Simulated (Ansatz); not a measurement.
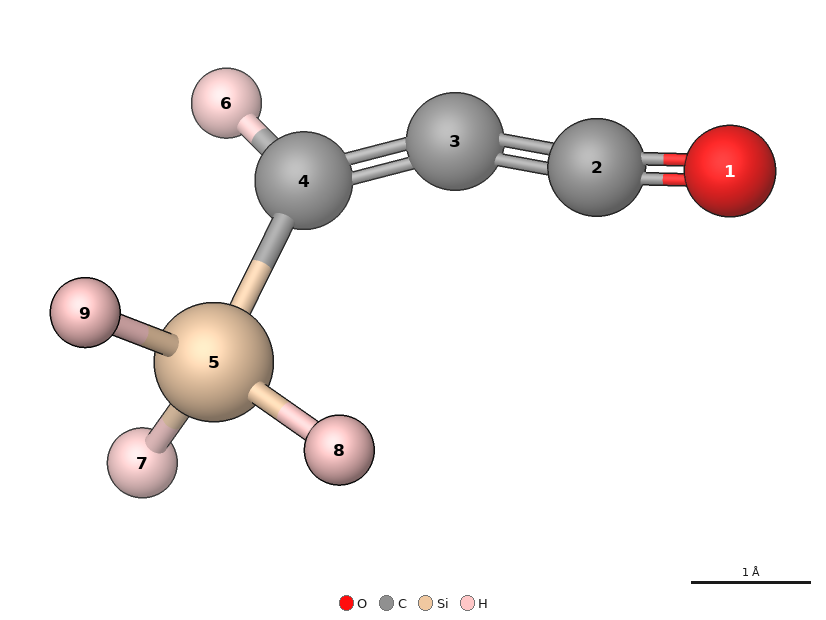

Orthographic view. Depth is shown by fading: the farther an atom, the more it takes the colour of the background. The computed structure is the end point of a PBE0-D4/def2-TZVP optimisation.

Write a MOL file (V2000) with the atoms in numerical order, bonds sorted by atom number with the orders drawn, and coordinates in the frame of the picture: x right, y up, z towards the viewer, origin at the mean position.

```
C3H4OSi
                    3D

  9  8  0  0  0  0  0  0  0  0999 V2000
    3.2500    0.7600    0.3500 O   0  0  0  0  0  0  0  0  0  0  0  0
    2.1300    0.7900    0.0400 C   0  0  0  0  0  0  0  0  0  0  0  0
    0.9400    1.0100   -0.4100 C   0  0  0  0  0  0  0  0  0  0  0  0
   -0.3400    0.6800   -0.5200 C   0  0  0  0  0  0  0  0  0  0  0  0
   -1.0900   -0.8500    0.2600 Si  0  0  0  0  0  4  0  0  0  0  0  0
   -0.9900    1.3300   -1.1100 H   0  0  0  0  0  0  0  0  0  0  0  0
   -1.7000   -1.7000   -0.8000 H   0  0  0  0  0  0  0  0  0  0  0  0
   -0.0400   -1.5900    0.9900 H   0  0  0  0  0  0  0  0  0  0  0  0
   -2.1800   -0.4300    1.1900 H   0  0  0  0  0  0  0  0  0  0  0  0
  1  2  2  0
  2  3  2  0
  3  4  2  0
  4  5  1  0
  4  6  1  0
  5  7  1  0
  5  8  1  0
  5  9  1  0
M  END
```
